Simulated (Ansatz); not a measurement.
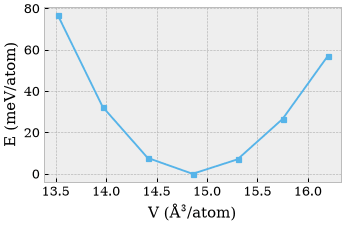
Fig. 1. Hf$_{2}$C in space group P4/nmm (No. 129; Hf on 2a, Hf on 2c, C on 2c) under volume change, r²SCAN (plane waves, PAW; program Ansatz), shape and atoms relaxed at each volume.

**Question.** What does a third-order Birch–Murnaghan fit give for V₀, B₀ and B′?

**Answer.** V₀ = 14.86 Å³/atom, B₀ = 175 GPa, B′ = 4.1.

A made-up cell: these elements were put on the sites of a structure type; neither database checked (COD, Materials Project) lists it. Its standing as an ambient phase is unchecked. The cell was relaxed with r²SCAN under the symmetry of its start; its stability against distortions is not shown here. The run is not spin-polarised. Spin–orbit coupling is left out wherever it is not named.

Potentials: the later of the program's two PAW sets.
